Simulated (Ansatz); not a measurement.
**B3LYP/6-31G(d) (spherical functions) run of Si2N2H8 (SMILES N[SiH2][SiH2]N)**

What is the electronic atomisation energy of Si2N2H8 at B3LYP/6-31G* (spherical functions)? 

The calculation is run with Ansatz 0.2.0.

41 further runs of the same task are left out: 41 set aside as unsound or not needed. Runs told in other sessions of the task aren't counted.

## 1. The structure to begin with

Si2N2H8: 12 atoms, total charge 0, spin state singlet. As SMILES, `N[SiH2][SiH2]N`. Geometry: relaxed at PBE0-D4/def2-TZVP. This is one conformer, not always the lowest.

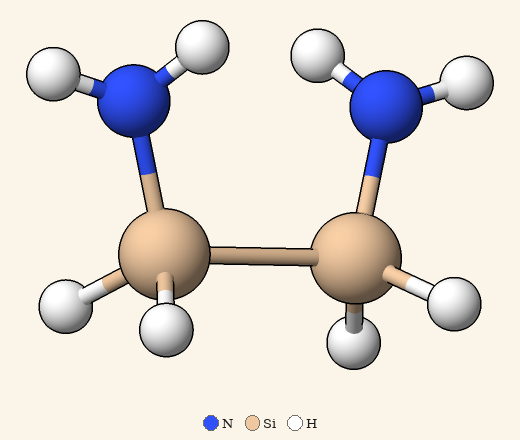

Viewed from a chosen angle; nitrogen blue, silicon light orange, hydrogen white.

## 2. The energy at B3LYP/6-31G(d) (spherical functions)

job.yaml

```yaml
crystal:
  periodic: [false, false, false]
  atoms:
    - {symbol: N, position_ang: [-1.097900, 1.361200, -0.600700]}
    - {symbol: Si, position_ang: [0.237500, 1.274800, 0.494900]}
    - {symbol: Si, position_ang: [0.906400, -0.977600, 0.422600]}
    - {symbol: N, position_ang: [-0.305600, -1.754400, -0.535700]}
    - {symbol: H, position_ang: [-1.011200, 0.880200, -1.483000]}
    - {symbol: H, position_ang: [-1.608700, 2.223300, -0.711100]}
    - {symbol: H, position_ang: [1.390800, 2.179400, 0.189700]}
    - {symbol: H, position_ang: [-0.252100, 1.681300, 1.841800]}
    - {symbol: H, position_ang: [1.090200, -1.519500, 1.806200]}
    - {symbol: H, position_ang: [2.216100, -1.161900, -0.262900]}
    - {symbol: H, position_ang: [-1.268400, -1.510600, -0.360100]}
    - {symbol: H, position_ang: [-0.219800, -2.731700, -0.767700]}
basis:
  gaussian: {orbitals: 6-31G_st_-spherical.json}
output: {orbitals: {seedname: orbitals}}
accuracy: high
hamiltonian: {xc: {name: B3LYP}}
```

The basis set 6-31G* is read from a file made from the Basis Set Exchange's data (not shown).

Started as:

```bash
$ ansatz run job.yaml --threads 1 --pin off --max-ram 2610MiB --events-out events.jsonl --progress --plain --runs-dir runs
```

What it wrote:

```text
Warning: RAYON_NUM_THREADS=1 ignored (pool sized by the plan → 1); use --threads N
Functional definition: B3LYP
  name "B3LYP"
  parameter a0 = 0.2
  parameter ax = 0.72
  parameter ac = 0.81
  exchange = (1 - a0 - ax)*slater_x + ax*b88_x + a0*exact_x
  correlation = (1 - ac)*vwn_rpa_c + ac*lyp_c
1921 factors; integrals over basis functions are off by at most 3.9e-9 eV
mean field evaluation 1: about -18855.4641 eV, gradient 7.4e1 eV
mean field evaluation 2: about -18836.0790 eV, gradient 1.1e2 eV
mean field evaluation 4: about -18866.2303 eV, gradient 1.9e0 eV
mean field evaluation 8: about -18866.4759 eV, gradient 1.6e-1 eV
mean field evaluation 16: about -18866.4760 eV, gradient 1.2e-5 eV
mean field -18866.47603975 eV, -693.3302063042 hartree, gradient 1.1e-8 eV, S^2 0.000000; 0 other end points of the search recorded, 0 dependent functions left out
reference -18866.47608525 eV, -693.3302079761 hartree; 25, 25 occupied and 55, 55 virtual orbitals, 1921 factors
Total energy: -18866.47608525 eV, -693.3302079761 hartree
```

Run time: 5.1 s. Hardware: 1 thread of Intel Xeon 6975P-C (Granite Rapids), shared host; peak memory 0.29 GiB.

## 3. The H atom, same level

in.yaml

```yaml
basis:
  gaussian:
    orbitals: "6-31G*"
crystal:
  periodic: [false, false, false]
  atoms:
    - {symbol: H, position_ang: [0.000000, 0.000000, 0.000000]}
magnetization:
  spin_polarized: true
  initial_magnetization: 1
hamiltonian:
  xc: {name: B3LYP}
accuracy: high
```

Run the same way, it converges to -0.50027 Eh (log not shown).

## 4. The N atom

input.yaml

```yaml
crystal:
  periodic: [false, false, false]
  atoms:
    - {symbol: "N", position_ang: [0.000000, 0.000000, 0.000000]}
basis:
  gaussian:
    orbitals: 6-31G_st_-spherical.json
total_charge: 0
magnetization:
  spin_polarized: true
  initial_magnetization: 3
hamiltonian:
  xc: {name: B3LYP}
accuracy: high
```

The basis set 6-31G* is read from a file made from the Basis Set Exchange's data (not shown).

Run the same way, it converges to -54.58288 Eh (log not shown).

## 5. The Si atom at the same level

run.yaml

```yaml
crystal:
  periodic: [false, false, false]
  atoms:
    - symbol: Si
      position_ang: [0.000000, 0.000000, 0.000000]
basis:
  gaussian:
    orbitals: 6-31G_st_-spherical.json
magnetization:
  spin_polarized: true
  initial_magnetization: 2
hamiltonian:
  xc: {name: B3LYP}
accuracy: high
```

The basis set 6-31G* is read from a file made from the Basis Set Exchange's data (not shown).

Run the same way, it converges to -289.36979 Eh (log not shown).

## 6. Summary of results

At B3LYP/6-31G* (spherical functions):

| quantity | value |
| --- | --- |
| molecule: total energy | -693.33021 Eh |
| molecule: HOMO energy | -6.64 eV |
| molecule: LUMO energy | 0.04 eV |
| molecule: HOMO–LUMO gap | 6.69 eV |
| H atom: total energy | -0.50027 Eh |
| H atom: ⟨S²⟩ | 0.750 |
| N atom: total energy | -54.58288 Eh |
| N atom: ⟨S²⟩ | 3.752 |
| Si atom: total energy | -289.36979 Eh |
| Si atom: ⟨S²⟩ | 2.002 |
| electronic atomisation energy | 38.713 eV |

In words: Taking the molecule apart into free atoms costs 38.71 eV (893 kcal/mol), before zero-point energy and without spin-orbit coupling.
